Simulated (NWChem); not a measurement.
**quartet SiNH4O: levels of theory compared**

Aim: a comparison of 3 runs (UHF/STO-3G, UHF/3-21G, UM06-2X/6-311+G**) of quartet SiNH4O. 

The results are computed with NWChem 7.3.0.

48 further runs of the same task are left out: 2 that didn't finish, 46 set aside as unsound or not needed.

### Step 1. The molecule

The species is SiNH4O (7 atoms), meant as a quartet with charge 0. As SMILES of the parent species, `N[SiH]O`. The coordinates come from a PBE0-D4/def2-TZVP relaxation. This is one conformer, not always the lowest. That shape belongs to the parent species and isn't relaxed for this state.

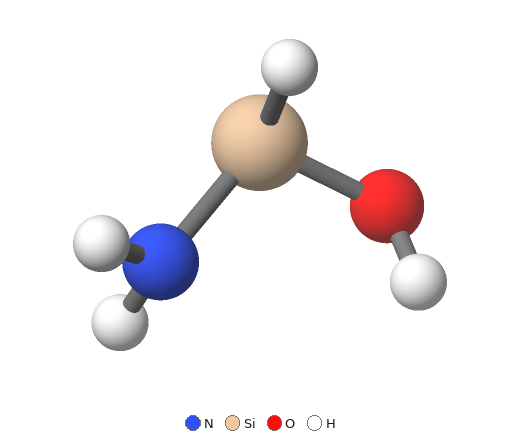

Viewed from a chosen angle; nitrogen blue, silicon light orange, oxygen red, hydrogen white.

### Step 2. A single-point energy at UHF/STO-3G (run 1)

Input file h4nosi.nw:

```
start h4nosi
memory stack 880 mb heap 220 mb global 1100 mb
geometry units angstrom noautosym nocenter noautoz
   N    -0.694900    0.548300   -0.575200
   Si    0.293100    0.159000    0.781300
   O     1.622900   -0.672400    0.270300
   H    -0.355900    1.168100   -1.294800
   H    -1.685800    0.673200   -0.432900
   H    -0.599100   -0.661900    1.664700
   H     1.480900   -1.282400   -0.459000
end
basis spherical bse
   N library STO-3G
   Si library STO-3G
   O library STO-3G
   H library STO-3G
end
scf
   nopen 3
   uhf
   thresh 1e-08
   maxiter 80
end
task scf
```

The run is started by

```console
$ nwchem h4nosi.nw > h4nosi.out
```

What it wrote:

```text
[...]
  functions       =    23
[...]
  wavefunction    = UHF
[...]
         Total SCF energy =   -415.093060362524
      One electron energy =   -799.643373282938
      Two electron energy =    273.516636084616
 Nuclear repulsion energy =    111.033676835799
                       Sz =      1.5000
                 Sz(Sz+1) =      3.7500
                      S^2 =      3.7550
[...]
```

It took 3.6 s on 1 thread of Intel Xeon Platinum 8559C (Emerald Rapids), shared host; peak memory 0.11 GiB.

### Step 3. A single-point energy at UHF/3-21G (run 2)

Input file run.py:

```python
from ase import Atoms
from ase.calculators.nwchem import NWChem

molecule = Atoms(['N', 'Si', 'O', 'H', 'H', 'H', 'H'], positions=[
    [-0.694900, 0.548300, -0.575200],
    [0.293100, 0.159000, 0.781300],
    [1.622900, -0.672400, 0.270300],
    [-0.355900, 1.168100, -1.294800],
    [-1.685800, 0.673200, -0.432900],
    [-0.599100, -0.661900, 1.664700],
    [1.480900, -1.282400, -0.459000],
])

calc = NWChem(
    label='h4nosi',
    theory='scf',
    memory='2200 mb',
    basis='3-21G',
    basispar='spherical bse',
    scf={'nopen': '3', 'uhf': None, 'thresh': '1e-08', 'maxiter': '80', 'print': 'low'},
    task='energy',
)
molecule.calc = calc

e = molecule.get_potential_energy()
print(f"E = {e:.6f} eV")
```

The run is started by

```console
$ export ASE_NWCHEM_COMMAND="nwchem PREFIX.nwi > PREFIX.nwo"
$ python run.py
```

What it wrote:

```text
E = -11376.308089 eV
```

The calculator wrote h4nosi.nwi:

```
title "h4nosi"

permanent_dir h4nosi

scratch_dir h4nosi

start h4nosi

geometry units angstrom nocenter noautosym noautoz
  N  -6.9489999999999996e-01 5.4830000000000001e-01 -5.7520000000000004e-01
  Si 2.9310000000000003e-01 1.5900000000000000e-01 7.8129999999999999e-01
  O  1.6229000000000000e+00 -6.7240000000000000e-01 2.7029999999999998e-01
  H  -3.5589999999999999e-01 1.1680999999999999e+00 -1.2948000000000000e+00
  H  -1.6858000000000000e+00 6.7320000000000002e-01 -4.3290000000000001e-01
  H  -5.9909999999999997e-01 -6.6190000000000004e-01 1.6647000000000001e+00
  H  1.4809000000000001e+00 -1.2824000000000000e+00 -4.5900000000000002e-01
end

memory 2200 mb

basis spherical bse noprint
   * library 3-21G
end

scf
  nopen 3
  uhf
  thresh 1e-08
  maxiter 80
  print low
end

task scf energy
```

h4nosi.nwo:

```text
Northwest Computational Chemistry Package (NWChem) 7.3.0
             --------------------------------------------------------

           Job information
           ---------------

    nwchem branch   = 7.3.0
    use scalapack   = T
    input           = h4nosi.nwi
    prefix          = h4nosi.
    data base       = h4nosi/h4nosi.db
    status          = startup
    nproc           =        1

           Memory information
           ------------------

[... 5 lines left out ...]
    hardfail = no
[... 41 lines left out ...]
            Nuclear Dipole moment (a.u.)
[... 65 lines left out ...]
 Forming initial guess at       0.0s

 Starting SCF solution at       0.1s

  ga_iter_lsolve: convergence stagnant ... aborting solve

       Final UHF  results
       ------------------

         Total SCF energy =   -418.071614542678
      One electron energy =   -798.101097959486
      Two electron energy =    268.995806581010
 Nuclear repulsion energy =    111.033676835799

                       Sz =      1.5000
                 Sz(Sz+1) =      3.7500
                      S^2 =      3.7552

        Time for solution =      4.2s

 Task  times  cpu:        4.2s     wall:        4.2s
 Total times  cpu:        4.3s     wall:        4.3s
```

Run time: 5.4 s. Hardware: 1 thread of Intel Xeon Platinum 8559C (Emerald Rapids), shared host; peak memory 0.11 GiB.

### Step 4. The energy at UM06-2X/6-311+G(d,p) (run 3)

Input file run.py:

```python
from ase import Atoms
from ase.calculators.nwchem import NWChem

system = Atoms(['N', 'Si', 'O', 'H', 'H', 'H', 'H'], positions=[
    [-0.694900, 0.548300, -0.575200],
    [0.293100, 0.159000, 0.781300],
    [1.622900, -0.672400, 0.270300],
    [-0.355900, 1.168100, -1.294800],
    [-1.685800, 0.673200, -0.432900],
    [-0.599100, -0.661900, 1.664700],
    [1.480900, -1.282400, -0.459000],
])

calc = NWChem(
    label='input',
    theory='dft',
    memory='2200 mb',
    basis='6-311+G**',
    basispar='spherical bse',
    dft={'xc': 'm06-2x', 'mult': '4', 'grid': 'fine', 'convergence': 'energy 1e-08', 'iterations': '100', 'mulliken': None},
    task='energy',
)
system.calc = calc

print(f"energy = {system.get_potential_energy():.6f} eV")
```

The run is started by

```console
$ export ASE_NWCHEM_COMMAND="nwchem PREFIX.nwi > PREFIX.nwo"
$ python run.py
```

What it wrote:

```text
energy = -11472.936193 eV
```

The calculator wrote input.nwi:

```
title "input"

permanent_dir input

scratch_dir input

start input

geometry units angstrom nocenter noautosym noautoz
  N  -6.9489999999999996e-01 5.4830000000000001e-01 -5.7520000000000004e-01
  Si 2.9310000000000003e-01 1.5900000000000000e-01 7.8129999999999999e-01
  O  1.6229000000000000e+00 -6.7240000000000000e-01 2.7029999999999998e-01
  H  -3.5589999999999999e-01 1.1680999999999999e+00 -1.2948000000000000e+00
  H  -1.6858000000000000e+00 6.7320000000000002e-01 -4.3290000000000001e-01
  H  -5.9909999999999997e-01 -6.6190000000000004e-01 1.6647000000000001e+00
  H  1.4809000000000001e+00 -1.2824000000000000e+00 -4.5900000000000002e-01
end

memory 2200 mb

basis spherical bse noprint
   * library 6-311+G**
end

dft
  xc m06-2x
  mult 4
  grid fine
  convergence energy 1e-08
  iterations 100
  mulliken
end

task dft energy
```

input.nwo:

```text
Northwest Computational Chemistry Package (NWChem) 7.3.0
             --------------------------------------------------------

           Job information
           ---------------

    nwchem branch   = 7.3.0
    use scalapack   = T
    input           = input.nwi
    prefix          = input.
    data base       = input/input.db
    status          = startup
    nproc           =        1

           Memory information
           ------------------

[... 5 lines left out ...]
    hardfail = no
[... 41 lines left out ...]
            Nuclear Dipole moment (a.u.)
[... 83 lines left out ...]
          Convergence on density requested:  1.00D-05
[... 26 lines left out ...]
          Convergence aids based upon iterative change in
[... 29 lines left out ...]
 2-e energy   =     267.327374
[... 58 lines left out ...]
           Coulomb energy =      305.090002366307
[... 705 lines left out ...]
                     DFT Final Beta Molecular Orbital Analysis
[... 810 lines left out ...]
     Multipole analysis of the density
     ---------------------------------

     L   x y z        total         alpha         beta         nuclear
     -   - - -        -----         -----         ----         -------
     0   0 0 0     -0.000000    -18.000000    -15.000000     33.000000

     1   1 0 0      0.003611     -9.489398    -11.411896     20.904905
[... 8 lines of this table left out ...]
     2   0 0 2    -23.429613    -49.040420    -32.570095     58.180902

 Task  times  cpu:       63.0s     wall:       63.0s
 Total times  cpu:       63.1s     wall:       63.1s
```

It took 64 s on 1 thread of Intel Xeon Platinum 8559C (Emerald Rapids), shared host; peak memory 0.13 GiB.

### Step 5. Overview of the runs

```csv
run,level,iteration cap,module,energy (Eh),dipole moment (D),⟨S²⟩,wall time
1,UHF/STO-3G,80,scf,-415.093060,3.73,3.755,3.6 s
2,UHF/3-21G,80,scf,-418.071615,–,3.755,5.4 s
3,UM06-2X/6-311+G**,100,dft,-421.622632,1.11,3.757,64 s
```

### Step 6. Summary of results

```
                                 quantity          value
                      run 3: total energy  -421.62263 Eh
                     run 3: dipole moment         1.11 D
run 3: HOMO energy (highest over α and β)       -3.26 eV
                              run 3: ⟨S²⟩          3.757
```

What this shows: In run 1 the basis is minimal, so the values are rough. All runs together took 73 s, the longest 64 s.
